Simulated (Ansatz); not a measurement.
**SiCl (quartet): wB97M-V, B2PLYP over vertical spin and charge gaps, def2-QZVPP**

Aim: run SiCl (quartet) with these functionals over vertical spin and charge gaps, and hold them against the top wave-function level at the same points.

Program: Ansatz 0.2.0, Gaussian basis. Level of theory: def2-QZVPP, all electrons in the functionals, frozen cores in the correlation of double hybrids and RPA. These are calculated values, not measurements.

Plan: wB97M-V, B2PLYP, at charge 0, quartet; charge 0, doublet; charge 0, sextet; charge 1, triplet; charge 1, quintet.

## Step 1: The geometry

The geometry is a PBE0/def2-TZVP stationary point (not a proven minimum).

2 atoms, charge 0, spin multiplicity 4.

Atoms are counted from 1 here; the program's logs count them from 0.

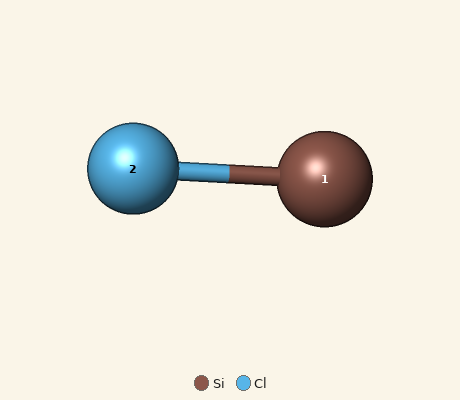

The structure; silicon brown, chlorine blue; atoms are numbered from 1 in the order of the file.

No dispersion term is added; wB97M-V holds VV10 nonlocal correlation.

The geometry shown and the zero of energy belong to the point charge 0, quartet. The yardstick, UCCSD(T), and other wave-function levels (R restricted, U unrestricted, valence and pair active spaces) come from earlier runs.

## Step 2: wB97M-V, charge 0, quartet

The input, in.yaml:

```yaml
crystal:
  periodic: [false, false, false]
  atoms:
    - {symbol: Si, position_ang: [0.000000, 0.000000, 0.000000]}
    - {symbol: Cl, position_ang: [0.000000, 0.000000, 2.057900]}
basis:
  gaussian: {orbitals: "def2-QZVPP.json"}
magnetization: {spin_polarized: true, initial_magnetization: 3}
hamiltonian: {xc: {name: wB97M-V}}
output: {orbitals: {seedname: orbitals}}
```

Run with:

```
ansatz run in.yaml --threads 1 --pin off --events-out ev --progress --plain --max-ram 2393MiB
```

What it wrote, cut to the lines that bear on the results:

```text
Functional definition: wB97M-V
  name "wB97M-V"
  cite "Mardirossian & Head-Gordon, J. Chem. Phys. 144, 214110 (2016) doi:10.1063/1.4952647"
  cite "Becke, J. Chem. Phys. 107, 8554 (1997) doi:10.1063/1.475007"
  cite "Vydrov & Van Voorhis, J. Chem. Phys. 133, 244103 (2010) doi:10.1063/1.3521275"
  # Of w^i u^j: cxij and so on, Table III.
[...]
  gx(w, u) = 1 - cx + cx01*u + cx10*w
  gss(w, u) = css00 + css04*u^4 + css10*w + css20*w^2 + css43*w^4*u^3
  gos(w, u) = cos00 + cos10*w + (cos20 + cos21*u)*w^2 + (cos60 + cos61*u)*w^6
[...]
      + integral(e_c_pw_mod_opposite_spin*gos(b97_w_opposite, b97_u_opposite)) + vv10(b, c)
703 factors; their error is unknown
106 factors; integrals over basis functions are off by at most 1.2e-4 eV
[...]
mean field -20396.08740488 eV, -749.5423871649 hartree, gradient 3.0e-5 eV, S^2 3.751901; 0 other end points of the search recorded, 0 dependent functions left out
reference -20396.08743805 eV, -749.5423883836 hartree; 17, 14 occupied and 123, 126 virtual orbitals, 703 factors
Total energy: -20396.08743805 eV, -749.5423883836 hartree
```

Wall time 13 s (1 thread of Arm Neoverse V2, shared host); peak memory 0.34 GiB.

From the report: ⟨S²⟩ of the determinant 3.752 (pure quartet: 3.75).

## Step 3: wB97M-V, charge 0, doublet

Changes to in.yaml since step 2:

```diff
@@ -7,3 +7,3 @@
   gaussian: {orbitals: "def2-QZVPP.json"}
-magnetization: {spin_polarized: true, initial_magnetization: 3}
+magnetization: {spin_polarized: true, initial_magnetization: 1}
 hamiltonian: {xc: {name: wB97M-V}}
```

The command is unchanged.

What it wrote, cut to the lines that bear on the results:

```text
Functional definition: wB97M-V
  name "wB97M-V"
  cite "Mardirossian & Head-Gordon, J. Chem. Phys. 144, 214110 (2016) doi:10.1063/1.4952647"
  cite "Becke, J. Chem. Phys. 107, 8554 (1997) doi:10.1063/1.475007"
  cite "Vydrov & Van Voorhis, J. Chem. Phys. 133, 244103 (2010) doi:10.1063/1.3521275"
  # Of w^i u^j: cxij and so on, Table III.
[...]
  gx(w, u) = 1 - cx + cx01*u + cx10*w
  gss(w, u) = css00 + css04*u^4 + css10*w + css20*w^2 + css43*w^4*u^3
  gos(w, u) = cos00 + cos10*w + (cos20 + cos21*u)*w^2 + (cos60 + cos61*u)*w^6
[...]
      + integral(e_c_pw_mod_opposite_spin*gos(b97_w_opposite, b97_u_opposite)) + vv10(b, c)
703 factors; their error is unknown
106 factors; integrals over basis functions are off by at most 1.2e-4 eV
[...]
mean field -20399.47275995 eV, -749.6667966690 hartree, gradient 8.5e-5 eV, S^2 0.752118; 0 other end points of the search recorded, 0 dependent functions left out
reference -20399.47279400 eV, -749.6667979202 hartree; 16, 15 occupied and 124, 125 virtual orbitals, 703 factors
Total energy: -20399.47279400 eV, -749.6667979202 hartree
```

It took 11 s on 1 thread of Arm Neoverse V2, shared host; peak memory 0.34 GiB.

From the report: ⟨S²⟩ of the determinant 0.752 (pure doublet: 0.75).

From charge 0, quartet: -3.385 eV.

## Step 4: wB97M-V, charge 0, sextet

Changes to in.yaml since step 3:

```diff
@@ -7,3 +7,3 @@
   gaussian: {orbitals: "def2-QZVPP.json"}
-magnetization: {spin_polarized: true, initial_magnetization: 1}
+magnetization: {spin_polarized: true, initial_magnetization: 5}
 hamiltonian: {xc: {name: wB97M-V}}
```

Launched as before.

What it wrote, cut to the lines that bear on the results:

```text
Functional definition: wB97M-V
  name "wB97M-V"
  cite "Mardirossian & Head-Gordon, J. Chem. Phys. 144, 214110 (2016) doi:10.1063/1.4952647"
  cite "Becke, J. Chem. Phys. 107, 8554 (1997) doi:10.1063/1.475007"
  cite "Vydrov & Van Voorhis, J. Chem. Phys. 133, 244103 (2010) doi:10.1063/1.3521275"
  # Of w^i u^j: cxij and so on, Table III.
[...]
  gx(w, u) = 1 - cx + cx01*u + cx10*w
  gss(w, u) = css00 + css04*u^4 + css10*w + css20*w^2 + css43*w^4*u^3
  gos(w, u) = cos00 + cos10*w + (cos20 + cos21*u)*w^2 + (cos60 + cos61*u)*w^6
[...]
      + integral(e_c_pw_mod_opposite_spin*gos(b97_w_opposite, b97_u_opposite)) + vv10(b, c)
703 factors; their error is unknown
106 factors; integrals over basis functions are off by at most 1.2e-4 eV
[...]
mean field -20388.31109846 eV, -749.2566131749 hartree, gradient 7.2e-5 eV, S^2 8.752626; 0 other end points of the search recorded, 0 dependent functions left out
reference -20388.31112795 eV, -749.2566142584 hartree; 18, 13 occupied and 122, 127 virtual orbitals, 703 factors
Total energy: -20388.31112795 eV, -749.2566142584 hartree
```

Run time: 13 s. Hardware: 1 thread of Arm Neoverse V2, shared host; peak memory 0.34 GiB.

From the report: ⟨S²⟩ of the determinant 8.753 (pure sextet: 8.75).

From charge 0, quartet: +7.776 eV.

## Step 5: wB97M-V, charge 1, triplet

Changes to in.yaml since step 4:

```diff
@@ -7,3 +7,4 @@
   gaussian: {orbitals: "def2-QZVPP.json"}
-magnetization: {spin_polarized: true, initial_magnetization: 5}
+total_charge: 1
+magnetization: {spin_polarized: true, initial_magnetization: 2}
 hamiltonian: {xc: {name: wB97M-V}}
```

The command is unchanged.

What it wrote, cut to the lines that bear on the results:

```text
Functional definition: wB97M-V
  name "wB97M-V"
  cite "Mardirossian & Head-Gordon, J. Chem. Phys. 144, 214110 (2016) doi:10.1063/1.4952647"
  cite "Becke, J. Chem. Phys. 107, 8554 (1997) doi:10.1063/1.475007"
  cite "Vydrov & Van Voorhis, J. Chem. Phys. 133, 244103 (2010) doi:10.1063/1.3521275"
  # Of w^i u^j: cxij and so on, Table III.
[...]
  gx(w, u) = 1 - cx + cx01*u + cx10*w
  gss(w, u) = css00 + css04*u^4 + css10*w + css20*w^2 + css43*w^4*u^3
  gos(w, u) = cos00 + cos10*w + (cos20 + cos21*u)*w^2 + (cos60 + cos61*u)*w^6
[...]
      + integral(e_c_pw_mod_opposite_spin*gos(b97_w_opposite, b97_u_opposite)) + vv10(b, c)
703 factors; their error is unknown
106 factors; integrals over basis functions are off by at most 1.2e-4 eV
[...]
mean field -20388.20926003 eV, -749.2528706813 hartree, gradient 5.0e-5 eV, S^2 2.005062; 2 other end points of the search recorded, 0 dependent functions left out
reference -20388.20929978 eV, -749.2528721425 hartree; 16, 14 occupied and 124, 126 virtual orbitals, 703 factors
Total energy: -20388.20929978 eV, -749.2528721425 hartree
```

It took 14 s on 1 thread of Arm Neoverse V2, shared host; peak memory 0.33 GiB.

From the report: ⟨S²⟩ of the determinant 2.005 (pure triplet: 2.00).

From charge 0, quartet: +7.878 eV.

## Step 6: wB97M-V, charge 1, quintet

Changes to in.yaml since step 5:

```diff
@@ -8,3 +8,3 @@
 total_charge: 1
-magnetization: {spin_polarized: true, initial_magnetization: 2}
+magnetization: {spin_polarized: true, initial_magnetization: 4}
 hamiltonian: {xc: {name: wB97M-V}}
```

The command is unchanged.

What it wrote, cut to the lines that bear on the results:

```text
Functional definition: wB97M-V
  name "wB97M-V"
  cite "Mardirossian & Head-Gordon, J. Chem. Phys. 144, 214110 (2016) doi:10.1063/1.4952647"
  cite "Becke, J. Chem. Phys. 107, 8554 (1997) doi:10.1063/1.475007"
  cite "Vydrov & Van Voorhis, J. Chem. Phys. 133, 244103 (2010) doi:10.1063/1.3521275"
  # Of w^i u^j: cxij and so on, Table III.
[...]
  gx(w, u) = 1 - cx + cx01*u + cx10*w
  gss(w, u) = css00 + css04*u^4 + css10*w + css20*w^2 + css43*w^4*u^3
  gos(w, u) = cos00 + cos10*w + (cos20 + cos21*u)*w^2 + (cos60 + cos61*u)*w^6
[...]
      + integral(e_c_pw_mod_opposite_spin*gos(b97_w_opposite, b97_u_opposite)) + vv10(b, c)
703 factors; their error is unknown
106 factors; integrals over basis functions are off by at most 1.2e-4 eV
[...]
mean field -20383.51017345 eV, -749.0801824349 hartree, gradient 5.8e-5 eV, S^2 6.002458; 0 other end points of the search recorded, 0 dependent functions left out
reference -20383.51021272 eV, -749.0801838779 hartree; 17, 13 occupied and 123, 127 virtual orbitals, 703 factors
Total energy: -20383.51021272 eV, -749.0801838779 hartree
```

Wall time 11 s (1 thread of Arm Neoverse V2, shared host); peak memory 0.33 GiB.

From the report: ⟨S²⟩ of the determinant 6.002 (pure quintet: 6.00).

From charge 0, quartet: +12.577 eV.

## Step 7: B2PLYP, charge 0, quartet

The input, in.yaml:

```yaml
crystal:
  periodic: [false, false, false]
  atoms:
    - {symbol: Si, position_ang: [0.000000, 0.000000, 0.000000]}
    - {symbol: Cl, position_ang: [0.000000, 0.000000, 2.057900]}
basis:
  gaussian: {orbitals: "def2-QZVPP.json"}
magnetization: {spin_polarized: true, initial_magnetization: 3}
hamiltonian: {xc: {name: B2PLYP}}
correlation: {electrons: outside_noble_gas}
```

The command is unchanged.

What it wrote, cut to the lines that bear on the results:

```text
Functional definition: B2PLYP
  name "B2PLYP"
  cite "Grimme, J. Chem. Phys. 124, 034108 (2006) doi:10.1063/1.2148954"
  cite "Becke, Phys. Rev. A 38, 3098 (1988) doi:10.1103/PhysRevA.38.3098"
  cite "Lee, Yang & Parr, Phys. Rev. B 37, 785 (1988) doi:10.1103/PhysRevB.37.785"
[...]
827 factors; integrals over basis functions are off by at most 8.6e-4 eV
[...]
mean field -20388.45398019 eV, -749.2618639817 hartree, gradient 2.3e-6 eV, S^2 3.753990; 0 other end points of the search recorded, 0 dependent functions left out
10 core orbitals not correlated: weight in the atoms' cores, before any rotation towards them, 1.000 or more for the frozen orbitals, at most 0.000 for the correlated occupied ones
reference -20388.45409583 eV, -749.2618682313 hartree; 7, 4 occupied and 123, 126 virtual orbitals, 827 factors
second order -8.74892445 eV of doubles, -0.00000000 eV of singles
Total energy: -20390.81630544 eV, -749.3486778330 hartree
```

Run time: 5.5 s. Hardware: 1 thread of Arm Neoverse V2, shared host; peak memory 0.26 GiB.

From the report: ⟨S²⟩ of the determinant 3.754 (pure quartet: 3.75).

## Step 8: B2PLYP, charge 0, doublet

Changes to in.yaml since step 7:

```diff
@@ -7,3 +7,3 @@
   gaussian: {orbitals: "def2-QZVPP.json"}
-magnetization: {spin_polarized: true, initial_magnetization: 3}
+magnetization: {spin_polarized: true, initial_magnetization: 1}
 hamiltonian: {xc: {name: B2PLYP}}
```

Same command.

What it wrote, cut to the lines that bear on the results:

```text
Functional definition: B2PLYP
  name "B2PLYP"
  cite "Grimme, J. Chem. Phys. 124, 034108 (2006) doi:10.1063/1.2148954"
  cite "Becke, Phys. Rev. A 38, 3098 (1988) doi:10.1103/PhysRevA.38.3098"
  cite "Lee, Yang & Parr, Phys. Rev. B 37, 785 (1988) doi:10.1103/PhysRevB.37.785"
[...]
827 factors; integrals over basis functions are off by at most 8.6e-4 eV
[...]
mean field -20391.38858375 eV, -749.3697086731 hartree, gradient 4.4e-6 eV, S^2 0.760872; 0 other end points of the search recorded, 0 dependent functions left out
10 core orbitals not correlated: weight in the atoms' cores, before any rotation towards them, 1.000 or more for the frozen orbitals, at most 0.000 for the correlated occupied ones
reference -20391.38869829 eV, -749.3697128824 hartree; 6, 5 occupied and 124, 125 virtual orbitals, 827 factors
second order -9.68714424 eV of doubles, -0.00000000 eV of singles
Total energy: -20394.00422724 eV, -749.4658317983 hartree
```

Run time: 6 s. Hardware: 1 thread of Arm Neoverse V2, shared host; peak memory 0.26 GiB.

From the report: ⟨S²⟩ of the determinant 0.761 (pure doublet: 0.75).

From charge 0, quartet: -3.188 eV.

## Step 9: B2PLYP, charge 0, sextet

Changes to in.yaml since step 8:

```diff
@@ -7,3 +7,3 @@
   gaussian: {orbitals: "def2-QZVPP.json"}
-magnetization: {spin_polarized: true, initial_magnetization: 1}
+magnetization: {spin_polarized: true, initial_magnetization: 5}
 hamiltonian: {xc: {name: B2PLYP}}
```

The command is unchanged.

What it wrote, cut to the lines that bear on the results:

```text
Functional definition: B2PLYP
  name "B2PLYP"
  cite "Grimme, J. Chem. Phys. 124, 034108 (2006) doi:10.1063/1.2148954"
  cite "Becke, Phys. Rev. A 38, 3098 (1988) doi:10.1103/PhysRevA.38.3098"
  cite "Lee, Yang & Parr, Phys. Rev. B 37, 785 (1988) doi:10.1103/PhysRevB.37.785"
[...]
827 factors; integrals over basis functions are off by at most 8.6e-4 eV
[...]
mean field -20381.05777440 eV, -748.9900584320 hartree, gradient 3.9e-6 eV, S^2 8.756762; 0 other end points of the search recorded, 0 dependent functions left out
10 core orbitals not correlated: weight in the atoms' cores, before any rotation towards them, 1.000 or more for the frozen orbitals, at most 0.000 for the correlated occupied ones
reference -20381.05788495 eV, -748.9900624946 hartree; 8, 3 occupied and 122, 127 virtual orbitals, 827 factors
second order -7.61052860 eV of doubles, -0.00000000 eV of singles
Total energy: -20383.11272767 eV, -749.0655765718 hartree
```

Wall time 6.5 s (1 thread of Arm Neoverse V2, shared host); peak memory 0.26 GiB.

From the report: ⟨S²⟩ of the determinant 8.757 (pure sextet: 8.75).

From charge 0, quartet: +7.704 eV.

## Step 10: B2PLYP, charge 1, triplet

Changes to in.yaml since step 9:

```diff
@@ -7,3 +7,4 @@
   gaussian: {orbitals: "def2-QZVPP.json"}
-magnetization: {spin_polarized: true, initial_magnetization: 5}
+total_charge: 1
+magnetization: {spin_polarized: true, initial_magnetization: 2}
 hamiltonian: {xc: {name: B2PLYP}}
```

Same command.

What it wrote, cut to the lines that bear on the results:

```text
Functional definition: B2PLYP
  name "B2PLYP"
  cite "Grimme, J. Chem. Phys. 124, 034108 (2006) doi:10.1063/1.2148954"
  cite "Becke, Phys. Rev. A 38, 3098 (1988) doi:10.1103/PhysRevA.38.3098"
  cite "Lee, Yang & Parr, Phys. Rev. B 37, 785 (1988) doi:10.1103/PhysRevB.37.785"
[...]
827 factors; integrals over basis functions are off by at most 8.6e-4 eV
[...]
mean field -20380.54437078 eV, -748.9711911971 hartree, gradient 6.5e-6 eV, S^2 2.010110; 6 other end points of the search recorded, 0 dependent functions left out
10 core orbitals not correlated: weight in the atoms' cores, before any rotation towards them, 1.000 or more for the frozen orbitals, at most 0.000 for the correlated occupied ones
reference -20380.54449542 eV, -748.9711957776 hartree; 6, 4 occupied and 124, 126 virtual orbitals, 827 factors
second order -8.58922756 eV of doubles, -0.00000000 eV of singles
Total energy: -20382.86358687 eV, -749.0564208162 hartree
```

Run time: 13 s. Hardware: 1 thread of Arm Neoverse V2, shared host; peak memory 0.29 GiB.

From the report: ⟨S²⟩ of the determinant 2.010 (pure triplet: 2.00).

From charge 0, quartet: +7.953 eV.

## Step 11: B2PLYP, charge 1, quintet

Changes to in.yaml since step 10:

```diff
@@ -8,3 +8,3 @@
 total_charge: 1
-magnetization: {spin_polarized: true, initial_magnetization: 2}
+magnetization: {spin_polarized: true, initial_magnetization: 4}
 hamiltonian: {xc: {name: B2PLYP}}
```

Launched as before.

What it wrote, cut to the lines that bear on the results:

```text
Functional definition: B2PLYP
  name "B2PLYP"
  cite "Grimme, J. Chem. Phys. 124, 034108 (2006) doi:10.1063/1.2148954"
  cite "Becke, Phys. Rev. A 38, 3098 (1988) doi:10.1103/PhysRevA.38.3098"
  cite "Lee, Yang & Parr, Phys. Rev. B 37, 785 (1988) doi:10.1103/PhysRevB.37.785"
[...]
827 factors; integrals over basis functions are off by at most 8.6e-4 eV
[...]
mean field -20376.41227922 eV, -748.8193396328 hartree, gradient 4.9e-6 eV, S^2 6.006534; 0 other end points of the search recorded, 0 dependent functions left out
10 core orbitals not correlated: weight in the atoms' cores, before any rotation towards them, 1.000 or more for the frozen orbitals, at most 0.000 for the correlated occupied ones
reference -20376.41240275 eV, -748.8193441727 hartree; 7, 3 occupied and 123, 127 virtual orbitals, 827 factors
second order -6.96984026 eV of doubles, -0.00000000 eV of singles
Total energy: -20378.29425962 eV, -748.8885011372 hartree
```

Wall time 6 s (1 thread of Arm Neoverse V2, shared host); peak memory 0.26 GiB.

From the report: ⟨S²⟩ of the determinant 6.007 (pure quintet: 6.00).

From charge 0, quartet: +12.522 eV.

## Step 12: Against the wave-function levels

No level is safe as a reference over these points; UCCSD(T) serves as a yardstick only. It comes from earlier runs at the same points. Energies in eV, counted from charge 0, quartet; blanks weren't run or aren't comparable.

```csv
level,quartet to doublet,quartet to sextet,ionisation to the triplet cation,ionisation to the quintet cation
UCCSD(T),-3.022,7.568,8.174,12.537
wB97M-V,-3.385,7.776,7.878,12.577
B2PLYP,-3.188,7.704,7.953,12.522
```

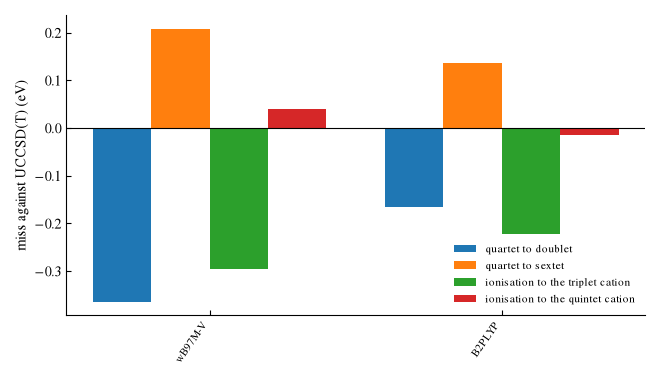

Misses of the gaps against UCCSD(T).

Largest miss and mean time a point (UCCSD(T) took 8.9 s a point; shared hosts):

| level | largest miss (eV) | where | time a point |
| --- | --- | --- | --- |
| wB97M-V | -0.364 | quartet to doublet | 12 s |
| B2PLYP | -0.222 | ionisation to the triplet cation | 7.3 s |

## Step 13: Results

| quantity | value |
| --- | --- |
| quartet to doublet, UCCSD(T) | -3.022 eV |
| quartet to sextet, UCCSD(T) | 7.568 eV |
| ionisation to the triplet cation, UCCSD(T) | 8.174 eV |
| ionisation to the quintet cation, UCCSD(T) | 12.537 eV |
| largest miss, wB97M-V | -0.364 eV (quartet to doublet) |
| largest miss, B2PLYP | -0.222 eV (ionisation to the triplet cation) |

What this shows: Of the functionals, B2PLYP keep the smallest largest miss at the points compared (at most 0.222 eV) and wB97M-V strays most (0.364 eV, at quartet to doublet). Functionals and the yardstick converge differently with the basis, so part of each miss in def2-QZVPP is the basis. The yardstick itself may be off where one determinant is a poor start.
